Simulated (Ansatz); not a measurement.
**wB97M-V/6-31G(d) (spherical functions) run of C6H12 (methylcyclopentane)**

What is the energy change on altering one bond length of C6H12 (methylcyclopentane) at wB97M-V/6-31G* (spherical functions)? 

The calculation is run with Ansatz 0.2.0.

19 further runs of the same task are left out: 1 that didn't finish, 18 set aside as unsound or not needed.

**1. Starting point**

C6H12 has 18 atoms, charge 0, and is taken as a singlet. As SMILES, `CC1CCCC1`. The shape is that of a PBE0-D4/def2-TZVP optimisation. This is one conformer, not always the lowest.

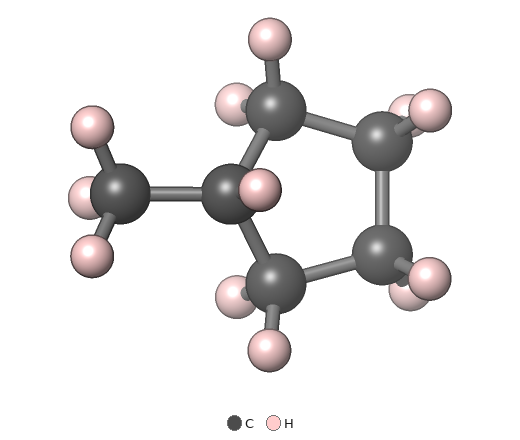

The structure, seen from a chosen angle (carbon dark grey, hydrogen pink).

**2. The energy at wB97M-V/6-31G(d) (spherical functions)**

job.yaml reads:

```yaml
crystal:
  periodic: [false, false, false]
  atoms:
    - {symbol: C, position_ang: [1.205820, -1.782710, 0.205580]}
    - {symbol: C, position_ang: [0.653600, -0.373720, 0.264760]}
    - {symbol: C, position_ang: [0.403000, 0.269490, -1.096340]}
    - {symbol: C, position_ang: [-0.490040, 1.477080, -0.795690]}
    - {symbol: C, position_ang: [-1.228180, 1.130880, 0.519190]}
    - {symbol: C, position_ang: [-0.716550, -0.254930, 0.926780]}
    - {symbol: H, position_ang: [0.522920, -2.439790, -0.342380]}
    - {symbol: H, position_ang: [2.174220, -1.813190, -0.300730]}
    - {symbol: H, position_ang: [1.340610, -2.203190, 1.205640]}
    - {symbol: H, position_ang: [1.357520, 0.263110, 0.818890]}
    - {symbol: H, position_ang: [-0.129480, -0.450460, -1.729510]}
    - {symbol: H, position_ang: [1.323880, 0.537670, -1.620070]}
    - {symbol: H, position_ang: [0.118950, 2.374720, -0.662600]}
    - {symbol: H, position_ang: [-1.179770, 1.688420, -1.615150]}
    - {symbol: H, position_ang: [-0.991360, 1.866510, 1.291780]}
    - {symbol: H, position_ang: [-2.313350, 1.144350, 0.400200]}
    - {symbol: H, position_ang: [-0.682870, -0.397360, 2.009730]}
    - {symbol: H, position_ang: [-1.368930, -1.036890, 0.519920]}
basis:
  gaussian:
    orbitals: 6-31G_st_-spherical.json
hamiltonian:
  xc: {name: wB97M-V}
accuracy: high
output: {orbitals: {seedname: orbitals}}
```

The basis set 6-31G* is read from a file made from the Basis Set Exchange's data (not shown).

The run is started by

```console
$ ansatz run job.yaml --threads 1 --pin off --max-ram 3480MiB --events-out events.jsonl --progress --plain --runs-dir runs
```

Log:

```text
Warning: RAYON_NUM_THREADS=1 ignored (pool sized by the plan → 1); use --threads N
Functional definition: wB97M-V
  name "wB97M-V"
  parameter omega = 0.3/bohr
  parameter cx = 0.15
  parameter cx01 = 1.007
  parameter cx10 = 0.259
  parameter css00 = 0.443
  parameter css04 = -1.437
  parameter css10 = -4.535
  parameter css20 = -3.390
  parameter css43 = 4.278
  parameter cos00 = 1.000
  parameter cos10 = 1.358
  parameter cos20 = 2.924
  parameter cos21 = -8.812
  parameter cos60 = -1.390
  parameter cos61 = 9.142
  parameter b = 6.0
  parameter c = 0.01
  gx(w, u) = 1 - cx + cx01*u + cx10*w
  gss(w, u) = css00 + css04*u^4 + css10*w + css20*w^2 + css43*w^4*u^3
  gos(w, u) = cos00 + cos10*w + (cos20 + cos21*u)*w^2 + (cos60 + cos61*u)*w^6
  exchange = spin_sum(e_x_unif_sr(omega)*gx(b97_w, b97_u_x)) + cx*exact_x_sr(omega) + exact_x_lr(omega)
  correlation = spin_sum(e_c_pw_mod_same_spin*gss(b97_w, b97_u_same))
      + integral(e_c_pw_mod_opposite_spin*gos(b97_w_opposite, b97_u_opposite)) + vv10(b, c)
2864 factors; integrals over basis functions are off by at most 3.1e-9 eV
451 factors; integrals over basis functions are off by at most 1.5e-9 eV
mean field evaluation 1: about -6410.3316 eV, gradient 3.9e1 eV
mean field evaluation 2: about -6412.1424 eV, gradient 2.9e1 eV
mean field evaluation 4: about -6414.1512 eV, gradient 9.6e-1 eV
mean field evaluation 8: about -6414.4148 eV, gradient 4.7e-2 eV
mean field evaluation 16: about -6414.4148 eV, gradient 6.2e-6 eV
mean field -6414.41479316 eV, -235.7253958023 hartree, gradient 3.6e-8 eV, S^2 0.000000; 0 other end points of the search recorded, 0 dependent functions left out
reference -6414.41479702 eV, -235.7253959440 hartree; 24, 24 occupied and 84, 84 virtual orbitals, 2864 factors
Total energy: -6414.41479702 eV, -235.7253959440 hartree
```

Run time: 2.6 min. Hardware: 1 thread of Arm Neoverse V1, shared host; peak memory 0.9 GiB.

**3. The distorted shape**

input.yaml reads:

```yaml
crystal:
  periodic: [false, false, false]
  atoms:
    - symbol: C
      position_ang: [1.097984, -1.446312, -0.594500]
    - symbol: C
      position_ang: [0.545764, -0.037322, -0.535320]
    - symbol: C
      position_ang: [0.295164, 0.605888, -1.896420]
    - symbol: C
      position_ang: [-0.597876, 1.813478, -1.595770]
    - symbol: C
      position_ang: [-1.336016, 1.467278, -0.280890]
    - symbol: C
      position_ang: [-0.824386, 0.081468, 0.126700]
    - symbol: H
      position_ang: [0.415084, -2.103392, -1.142460]
    - symbol: H
      position_ang: [2.066384, -1.476792, -1.100810]
    - symbol: H
      position_ang: [1.340610, -2.203190, 1.205640]
    - symbol: H
      position_ang: [1.249684, 0.599508, 0.018810]
    - symbol: H
      position_ang: [-0.237316, -0.114062, -2.529590]
    - symbol: H
      position_ang: [1.216044, 0.874068, -2.420150]
    - symbol: H
      position_ang: [0.011114, 2.711118, -1.462680]
    - symbol: H
      position_ang: [-1.287606, 2.024818, -2.415230]
    - symbol: H
      position_ang: [-1.099196, 2.202908, 0.491700]
    - symbol: H
      position_ang: [-2.421186, 1.480748, -0.399880]
    - symbol: H
      position_ang: [-0.790706, -0.060962, 1.209650]
    - symbol: H
      position_ang: [-1.476766, -0.700492, -0.280160]
basis:
  gaussian:
    orbitals: 6-31G_st_-spherical.json
hamiltonian:
  xc: {name: wB97M-V}
accuracy: high
output: {orbitals: {seedname: orbitals}}
```

The basis set 6-31G* is read from a file made from the Basis Set Exchange's data (not shown).

The run is started by

```console
$ ansatz run input.yaml --threads 1 --pin off --max-ram 3480MiB --events-out events.jsonl --progress --plain --runs-dir runs
```

Log, shortened:

```text
Warning: RAYON_NUM_THREADS=1 ignored (pool sized by the plan → 1); use --threads N
[... 2 set-up lines as earlier in the session ...]
[...]
  gx(w, u) = 1 - cx + cx01*u + cx10*w
  gss(w, u) = css00 + css04*u^4 + css10*w + css20*w^2 + css43*w^4*u^3
  gos(w, u) = cos00 + cos10*w + (cos20 + cos21*u)*w^2 + (cos60 + cos61*u)*w^6
[...]
      + integral(e_c_pw_mod_opposite_spin*gos(b97_w_opposite, b97_u_opposite)) + vv10(b, c)
2871 factors; integrals over basis functions are off by at most 3.2e-9 eV
462 factors; integrals over basis functions are off by at most 2.4e-9 eV
[...]
mean field -6410.91884482 eV, -235.5969220701 hartree, gradient 4.1e-8 eV, S^2 0.000000; 0 other end points of the search recorded, 0 dependent functions left out
reference -6410.91884881 eV, -235.5969222169 hartree; 24, 24 occupied and 84, 84 virtual orbitals, 2871 factors
Total energy: -6410.91884881 eV, -235.5969222169 hartree
```

Wall time 2.9 min (1 thread of Arm Neoverse V1, shared host); peak memory 0.9 GiB.

**4. What came out**

Level: wB97M-V/6-31G* (spherical functions).

| quantity | value |
| --- | --- |
| first shape: total energy | -235.72540 Eh |
| first shape: HOMO energy | -10.81 eV |
| first shape: LUMO energy | 4.53 eV |
| first shape: HOMO–LUMO gap | 15.35 eV |
| distorted shape: total energy | -235.59692 Eh |
| distorted shape: HOMO energy | -9.34 eV |
| distorted shape: LUMO energy | 1.04 eV |
| distorted shape: HOMO–LUMO gap | 10.38 eV |
| energy change with the C1–H9 bond stretched from 1.093 to 1.968 Å | 3.496 eV |

With the C1–H9 bond stretched from 1.093 to 1.968 Å the energy rises by 3.50 eV (337 kJ/mol). The first shape isn't relaxed at this level, so the change isn't measured from a minimum. A restricted reference can't describe the breaking bond well at this length.
